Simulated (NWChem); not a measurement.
# One shape, several levels: doublet LiBr+

We compute a comparison of 3 runs (UB3LYP/aug-cc-pVTZ, UBHLYP/aug-cc-pVTZ, UM06-2X/aug-cc-pVTZ) of doublet LiBr+. 

Program for the calculation: NWChem 7.3.0.

## (1) The structure to begin with

The species is LiBr+ (2 atoms), meant as a doublet with charge +1. SMILES of the parent species: `[Li][Br]`. The shape is that of a PBE0-D4/def2-TZVP optimisation. That shape belongs to the parent species and isn't relaxed for this state.

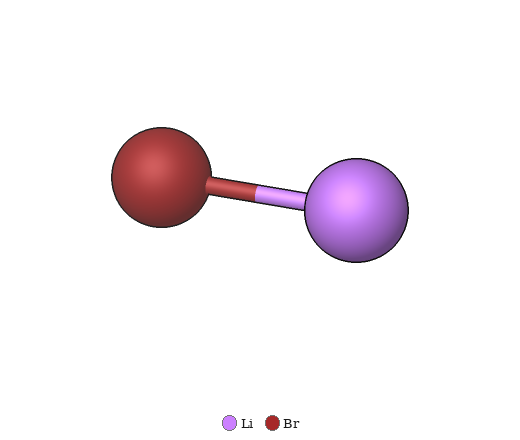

The structure, seen from a chosen angle (lithium purple, bromine red).

## (2) A single-point energy at UB3LYP/aug-cc-pVTZ (run 1)

Contents of brli.xyz:

```xyz
2

Li    -0.910300     0.277700    -0.476100
Br     0.939700    -0.337900     0.480100
```

Contents of run.py:

```python
from ase.io import read
from ase.calculators.nwchem import NWChem

molecule = read('brli.xyz')

calc = NWChem(
    label='brli',
    theory='dft',
    memory='2200 mb',
    basis='aug-cc-pVTZ',
    basispar='spherical bse',
    charge=1,
    dft={'xc': 'b3lyp', 'mult': '2', 'grid': 'fine', 'convergence': 'energy 1e-08', 'iterations': '100', 'mulliken': None},
    task='energy',
)
molecule.calc = calc

print("Total energy (eV):", round(molecule.get_potential_energy(), 6))
```

Run with:

```sh
export ASE_NWCHEM_COMMAND="nwchem PREFIX.nwi > PREFIX.nwo"
python run.py
```

The log of the run:

```text
Total energy (eV): -70245.882762
```

The calculator wrote brli.nwi:

```
title "brli"

permanent_dir brli

scratch_dir brli

start brli

geometry units angstrom nocenter noautosym noautoz
  Li -9.1030000000000000e-01 2.7770000000000000e-01 -4.7610000000000002e-01
  Br 9.3969999999999998e-01 -3.3789999999999998e-01 4.8010000000000003e-01
end

charge 1

memory 2200 mb

basis spherical bse noprint
   * library aug-cc-pVTZ
end

dft
  xc b3lyp
  mult 2
  grid fine
  convergence energy 1e-08
  iterations 100
  mulliken
end

task dft energy
```

brli.nwo:

```text
Northwest Computational Chemistry Package (NWChem) 7.3.0
             --------------------------------------------------------

           Job information
           ---------------

    nwchem branch   = 7.3.0
    use scalapack   = T
    input           = brli.nwi
    prefix          = brli.
    data base       = brli/brli.db
    status          = startup
    nproc           =        1

           Memory information
           ------------------

    heap     =     72089598 doubles =      550.0 Mbytes
    stack    =     72089595 doubles =      550.0 Mbytes
    global   =    144179200 doubles =     1100.0 Mbytes (distinct from heap & stack)
    total    =    288358393 doubles =     2200.0 Mbytes
    verify   = yes
    hardfail = no

[... 72 lines left out ...]
  convergence criterion.
[... 17 lines left out ...]
          Convergence on gradient requested:  5.00D-04
[... 25 lines left out ...]
          Convergence aids based upon iterative change in
[... 30 lines left out ...]
 1-e energy   =   -3546.274598
[... 48 lines left out ...]
         Total DFT energy =    -2581.488598156895
[... 2 lines left out ...]
    Exchange-Corr. energy =      -93.030228872085
[... 759 lines left out ...]
                     DFT Final Beta Molecular Orbital Analysis
[... 837 lines left out ...]
 center of mass
 --------------
 x =   1.49362686 y =  -0.54465154 z =   0.76142472

 moments of inertia (a.u.)
 ------------------
          29.787544488959          26.230820627566         -40.743844516048
          26.230820627566          99.887876116434          13.557789558962
         -40.743844516048          13.557789558962          87.557297225669

     Multipole analysis of the density
     ---------------------------------

     L   x y z        total         alpha         beta         nuclear
     -   - - -        -----         -----         ----         -------
     0   0 0 0      1.000000    -19.000000    -18.000000     38.000000

     1   1 0 0     -0.957437    -29.821084    -28.127844     56.991490
[... 8 lines of this table left out ...]
     2   0 0 2    -12.014573    -22.745335    -20.506673     31.237435

 Task  times  cpu:       78.3s     wall:       78.3s
 Total times  cpu:       78.3s     wall:       78.3s
```

It took 80 s on 1 thread of Intel Xeon 6975P-C (Granite Rapids), shared host; peak memory 0.12 GiB.

## (3) The energy at UBHLYP/aug-cc-pVTZ (run 2)

Contents of sp.nw:

```
start sp
title "BrLi"
memory 2200 mb
charge 1

geometry noautosym nocenter noautoz
   Li   -0.910300    0.277700   -0.476100
   Br    0.939700   -0.337900    0.480100
end

basis spherical bse
   * library aug-cc-pVTZ
end

dft
   xc bhlyp
   mult 2
   grid fine
   convergence energy 1e-08
   maxiter 100
   mulliken
   noprint "final vectors analysis"
end

task dft energy
```

Run with:

```sh
nwchem sp.nw > sp.out
```

The log of the run:

```text
[...]
          Wavefunction type:  spin polarized.
          No. of atoms     :     2
          No. of electrons :    37
[...]
          Charge           :     1
          Spin multiplicity:     2
[...]
          AO basis - number of functions:   105
[...]
              XC Information
              --------------
                        BHLYP Method XC Functional
                     Hartree-Fock (Exact) Exchange  0.500
                        Slater Exchange Functional  0.500 local
                    Becke 1988 Exchange Functional  0.500 non-local
              Lee-Yang-Parr Correlation Functional  1.000
[...]
 d= 0,ls=0.0,diis     1  -2581.0577931699 -2.61D+03  1.02D-02  2.47D+00    15.2
[...]
 d= 0,ls=0.0,diis     8  -2581.4520311244 -7.43D-10  8.04D-08  2.79D-11    76.5
[...]
         Total DFT energy =    -2581.452031124395
      One electron energy =    -3633.614362529719
           Coulomb energy =     1119.614305251466
    Exchange-Corr. energy =      -93.038634677053
 Nuclear repulsion energy =       25.586660830910
[...]
      Total Density - Mulliken Population Analysis
     ---------------------------------------------
    Atom       Charge   Shell Charges
 -----------   ------   -------------------------------------------------------
    1 Li   3     2.41   2.01 -0.03  0.16  0.04 -0.00  0.16  0.04  0.01 -0.00  0.05 -0.03  0.00  0.03 -0.03
    2 Br  35    34.59   2.00  2.00  1.91  0.44  1.16  0.44 -0.08  6.00  5.82  1.21  2.70  0.99 -0.02  9.66  0.34  0.01  0.01  0.00  0.00
[...]
      <S2> =      0.7538 (Exact =     0.7500)
[...]
```

Wall time 77 s (1 thread of Intel Xeon 6975P-C (Granite Rapids), shared host); peak memory 0.12 GiB.

## (4) The energy at UM06-2X/aug-cc-pVTZ (run 3)

Contents of job.nw:

```
start job
memory stack 880 mb heap 220 mb global 1100 mb
charge 1

geometry units angstrom noautosym nocenter noautoz
Li    -0.910300     0.277700    -0.476100
Br     0.939700    -0.337900     0.480100
end

basis spherical bse
* library aug-cc-pVTZ
end

dft
xc m06-2x
mult 2
grid fine
convergence energy 1e-08
maxiter 100
mulliken
end

task dft energy
```

Run with:

```sh
nwchem job.nw > job.out
```

The log of the run:

```text
[...]
          Wavefunction type:  spin polarized.
          No. of atoms     :     2
          No. of electrons :    37
[...]
          Charge           :     1
          Spin multiplicity:     2
[...]
          AO basis - number of functions:   105
[...]
              XC Information
              --------------
                       M06-2X Method XC Functional
                     Hartree-Fock (Exact) Exchange  0.540
                        M06-2X Exchange Functional  1.000
                      M06-2X Correlation Potential  1.000
[...]
 d= 0,ls=0.0,diis     1  -2581.1056031060 -2.61D+03  1.07D-02  2.52D+00    16.6
[...]
 d= 0,ls=0.0,diis     8  -2581.4958206085 -4.03D-09  3.14D-07  4.73D-09    80.2
[...]
         Total DFT energy =    -2581.495820608468
      One electron energy =    -3633.631333603816
           Coulomb energy =     1119.640558509404
    Exchange-Corr. energy =      -93.091706344967
 Nuclear repulsion energy =       25.586660830910
[...]
      Total Density - Mulliken Population Analysis
     ---------------------------------------------
    Atom       Charge   Shell Charges
 -----------   ------   -------------------------------------------------------
    1 Li   3     2.43   2.01 -0.03  0.17  0.05 -0.00  0.16  0.05  0.01 -0.00  0.05 -0.03  0.00  0.03 -0.04
    2 Br  35    34.57   2.00  2.01  1.85  0.43  1.23  0.42 -0.09  6.00  5.82  1.18  2.72  1.00 -0.02  9.68  0.32  0.01  0.01  0.00  0.00
[...]
      <S2> =      0.7534 (Exact =     0.7500)
[...]
```

Wall time 81 s (1 thread of Intel Xeon 6975P-C (Granite Rapids), shared host); peak memory 0.12 GiB.

## (5) All runs side by side

```csv
run,level,energy (Eh),HOMO energy (eV),LUMO energy (eV),⟨S²⟩,wall time
1,UB3LYP/aug-cc-pVTZ,-2581.488598,-14.70,-12.57,0.752,80 s
2,UBHLYP/aug-cc-pVTZ,-2581.452031,–,–,0.754,77 s
3,UM06-2X/aug-cc-pVTZ,-2581.495821,-16.16,-10.78,0.753,81 s
```

## (6) Outcome

| quantity | value |
| --- | --- |
| run 3: total energy | -2581.49582 Eh |
| run 3: HOMO energy (highest over α and β) | -16.16 eV |
| run 3: LUMO energy (lowest over α and β) | -10.78 eV |
| run 3: ⟨S²⟩ | 0.753 |

In words: Totals of different functionals can't be ranked against each other. All runs together took 4 min, the longest 81 s.
